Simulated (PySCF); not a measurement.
**C3H4Se, SMILES `C1=C[Se]C1`: what the electrons do**

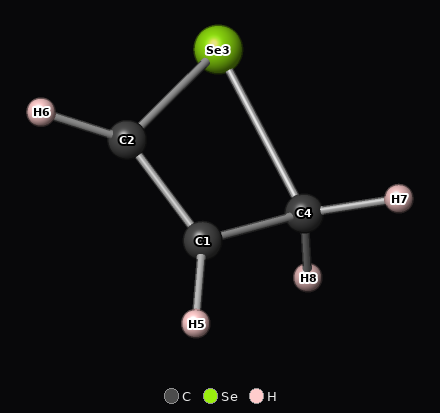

The molecule, with its atoms numbered as below. No frequency check shows the geometry to be a minimum.

Geometry (Å), atoms numbered from 1:

```
C1       1.7153   -0.1550   -0.0005
C2       0.7920   -1.1127    0.0004
Se3     -0.7667   -0.0002   -0.0001
C4       0.9024    1.0992   -0.0001
H5       2.7898   -0.2220   -0.0013
H6       0.8419   -2.1863    0.0013
H7       0.9886    1.7117    0.8970
H8       0.9891    1.7136   -0.8929
```

Part 1: Removing or adding an electron

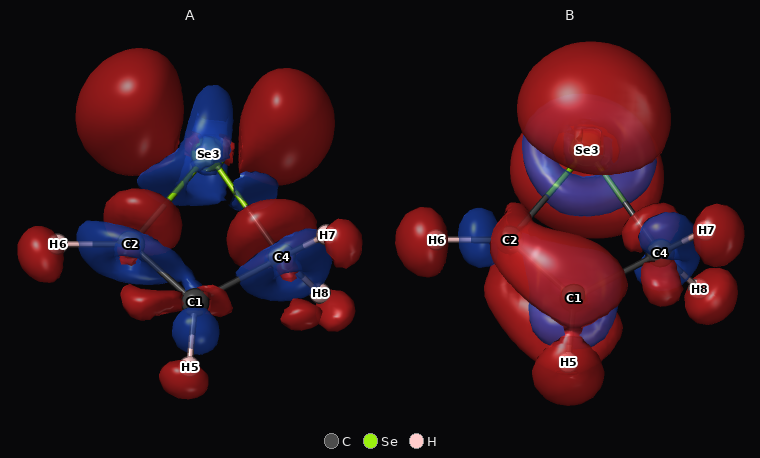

The two Fukui functions at ±0.02 e/Å³ (red positive, blue negative).

PySCF calculation, BP86/def2-TZVP, gas phase; geometry: GFN2-xTB.

Which panel is f⁻ (electron removed) and which f⁺ (electron added)?

Answer. A is f⁺, B is f⁻. f⁻ (Hirshfeld-condensed) is largest on Se3 (0.49); the vertical ionisation energy is 8.25 eV (the stability of the cation's solution wasn't checked). f⁺ (Hirshfeld-condensed) is largest on Se3 (0.44); the vertical electron affinity is −1.00 eV (the stability of the anion's solution wasn't checked; negative, but this basis has no diffuse functions, so it doesn't show that the anion is unbound).

What chemical potential and hardness follow from the two energies?

Answer. μ = −(I + A)/2 = −3.62 eV and η = I − A = 9.25 eV.

Part 2: Localised orbitals

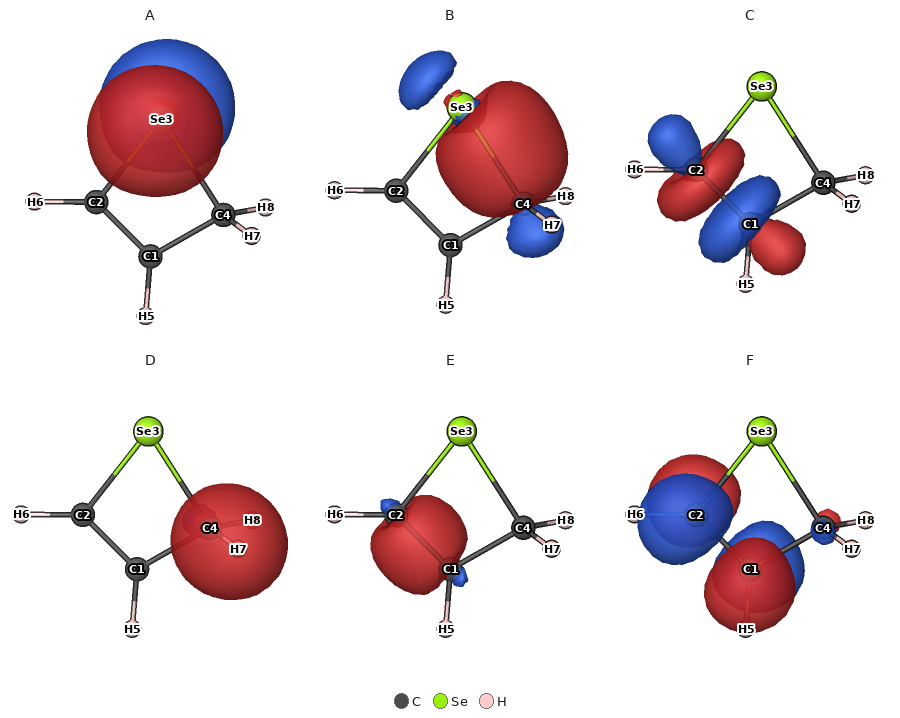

Intrinsic bond orbitals (IBO), occupied and valence-virtual; each surface holds about 80 % of the orbital's density. Energies are diagonal elements of the Fock matrix.

Computed with PySCF, HF/cc-pVDZ, geometry: GFN2-xTB.

Identify each orbital.

Answer. By panel:
- A: lone pair on Se3 (p-type) (Se3 97 %; −9.3 eV)
- B: σ bond C4–Se3 (C4 50 %, Se3 49 %; −15.8 eV)
- C: σ* orbital C1–C2 (C1 50 %, C2 49 %; 23.7 eV)
- D: σ bond C4–H7 (C4 57 %, H7 42 %; −18.7 eV)
- E: σ bond C2–C1 (C2 50 %, C1 49 %; −23.9 eV)
- F: π* orbital C1–C2 (C1 48 %, C2 48 %; 6.7 eV)

Part 3: Stretching a bond

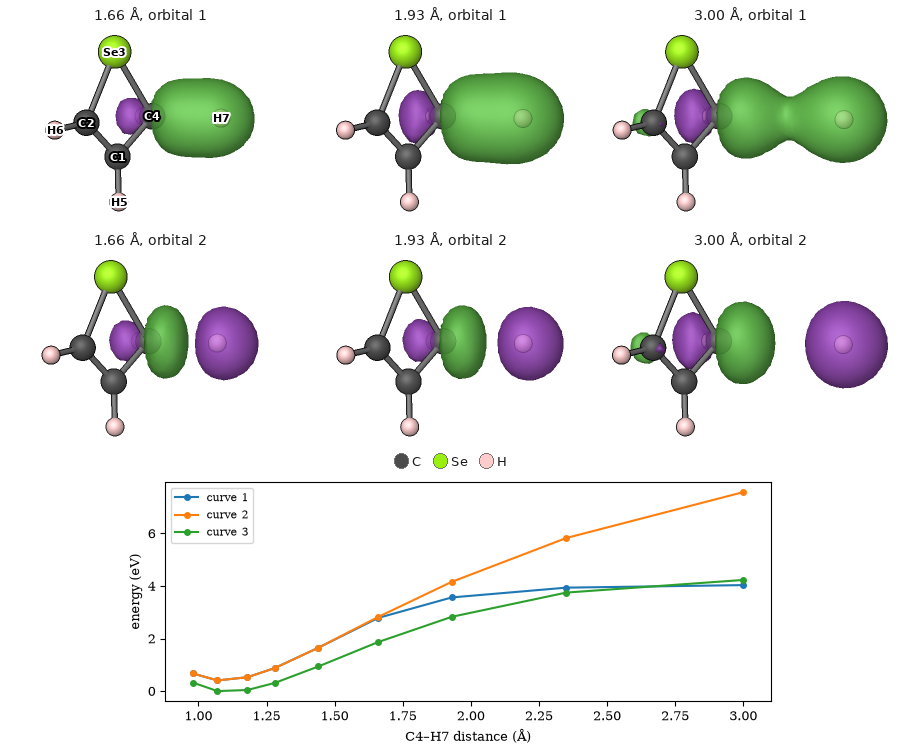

Rigid stretch of the C4–H7 bond. The two CASSCF(2,2) natural orbitals nearest half filling (orbital 1 the more occupied). Below: energies along the scan, from the lowest point of the three curves.

Method: def2-SVP basis; geometry: GFN2-xTB; program: PySCF.

How do the occupations change along the stretch?

Answer. 1.66 Å: 1.91 and 0.09; 1.93 Å: 1.82 and 0.18; 3.00 Å: 1.29 and 0.71. At the longest distance computed (3.00 Å) they are 1.29 and 0.71, and the effective number of unpaired electrons is 1.7.

UHF's ⟨S²⟩ passes 1 along the scan (up to 1.19), so it also polarises electrons outside the stretched bond; its energy lowering isn't due to that bond alone.

Which curve is which method?

Answer. Curve 1 is UHF. Curve 2 is RHF. Curve 3 is CASSCF(2,2). RHF rises too steeply because it keeps both electrons in one orbital and so mixes in ionic fragments.

Where does the UHF solution part from RHF?

Answer. Between 1.44 Å (⟨S²⟩ = 0, the two coincide) and 1.66 Å (⟨S²⟩ = 0.27); at 3.00 Å ⟨S²⟩ is 1.19 and UHF lies 3.5 eV below RHF.

How much energy does the stretch cost?

Answer. By CASSCF, 4.2 eV from the lowest point of the scan (1.07 Å) to 3.00 Å; RHF gives 7.2 eV from its own lowest point. The fragments aren't relaxed and dynamic correlation is missing, so this isn't a bond dissociation energy.

The PySCF runs shown took 93 s, 1.6 s and 6.3 min on 1 thread of Arm Neoverse V2, on a shared host.
